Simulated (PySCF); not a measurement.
# B2H2F2 (SMILES BB(F)F): TD-TPSSh/cc-pVTZ (spin of roots singlet)

Wanted: the excited states of B2H2F2. Input form: a Python script.

The results are computed with PySCF 2.14.0.

3 further runs of the same task are left out: 3 set aside as unsound or not needed.

**1. Starting point**

B2H2F2: 6 atoms, total charge 0, spin state singlet. SMILES: `BB(F)F`. The coordinates come from a GFN2-xTB relaxation.

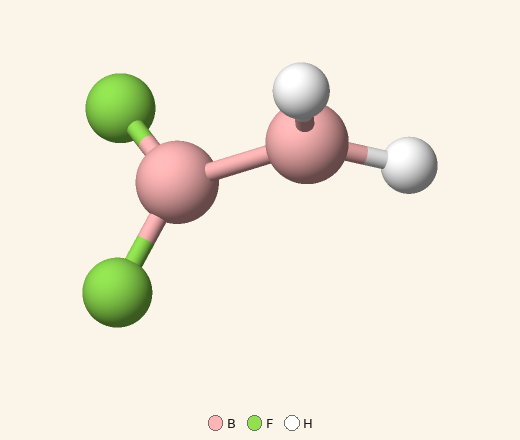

The structure, seen from a chosen angle (boron pink, fluorine green, hydrogen white).

**2. The excited states at TD-TPSSh/cc-pVTZ (spin of roots singlet)**

Input file run.py:

```python
# BB(F)F
from pyscf import gto, dft, tdscf

mol = gto.M(
    atom=[
    ('B', (-0.384060, 0.723310, -0.312960)),
    ('B', (0.345050, -0.650110, 0.286370)),
    ('F', (0.646000, -1.713150, -0.448520)),
    ('F', (0.700630, -0.821130, 1.551970)),
    ('H', (-1.545580, 0.840870, -0.348270)),
    ('H', (0.237960, 1.620200, -0.728600)),
],
    charge=0,
    max_memory=1860,
    verbose=3,
    basis='cc-pvtz',
)

mf = dft.RKS(mol)
mf.xc = 'tpssh'
mf.conv_tol = 1e-10
mf.grids.level = 1
mf.kernel()
if not mf.converged:
    mf = mf.newton().run(mf.mo_coeff, mf.mo_occ)

e_tot = mf.e_tot
print('E = %.10f Eh' % e_tot)

td = tdscf.TDDFT(mf)
td.nstates = 3
td.kernel()
td.analyze()
roots = td.e * 27.211386
osc = td.oscillator_strength()
print('state   eV      nm      f')
for i, (w, f) in enumerate(zip(roots, osc), 1):
    print('%3d %9.4f %8.1f %9.5f' % (i, w, 1239.842 / w, f))
```

The run is started by

```
$ OMP_NUM_THREADS=1 python run.py
```

What values should one expect? Wanted: ground-state or mean-field energy; dipole moment; HOMO energy; LUMO energy; HOMO–LUMO gap; lowest singlet excitation energy.

Answer, from the run:

Level: TD-TPSSh/cc-pVTZ (spin of roots singlet).

| quantity | value |
| --- | --- |
| ground-state or mean-field energy | -250.76110 Eh |
| dipole moment (TPSSh Kohn–Sham density) | 1.38 D |
| HOMO energy (TPSSh Kohn–Sham orbitals) | -8.79 eV |
| LUMO energy (TPSSh Kohn–Sham orbitals) | -2.87 eV |
| HOMO–LUMO gap (TPSSh Kohn–Sham orbitals) | 5.92 eV |
| lowest singlet excitation energy | 5.23 eV |

The brightest of the 3 transitions from the ground state lies at 7.29 eV (170 nm, f = 0.015); the lowest, at 5.23 eV, has f = 0.002. Mulliken charges of the mean-field density run from -0.18 on F3 to +0.43 on B2; they depend strongly on the basis.
